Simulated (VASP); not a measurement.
Band structure of CsCl (CsCl type). All values below come from revPBE GGA, VASP's PBE PAW potentials (set 64) (plane waves; VASP).

Unless said otherwise, spin-orbit coupling is left out, though it shifts the bands of the heavy elements here.

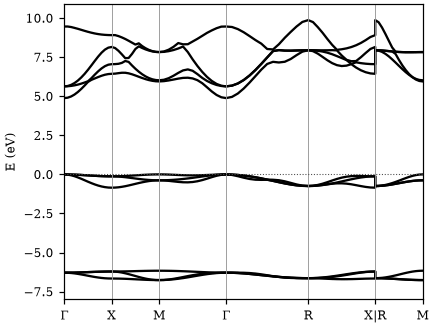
Figure: Bands along high-symmetry lines, zero at the valence-band maximum or, without a gap, the Fermi level

Problem. Read the plot: is there a gap, and where are the band edges?

Solution. The gap is indirect, 4.88 eV, from the valence maximum at M to the conduction minimum at Γ. (Edges off the drawn lines would not show.)

Measured: gap 8.35 eV at 80 K (computed value off by -3.47 eV), as given by Wikipedia, Caesium chloride.

The compound is CsCl in the CsCl type structure. It was relaxed first, which changed the volume by +17 %.
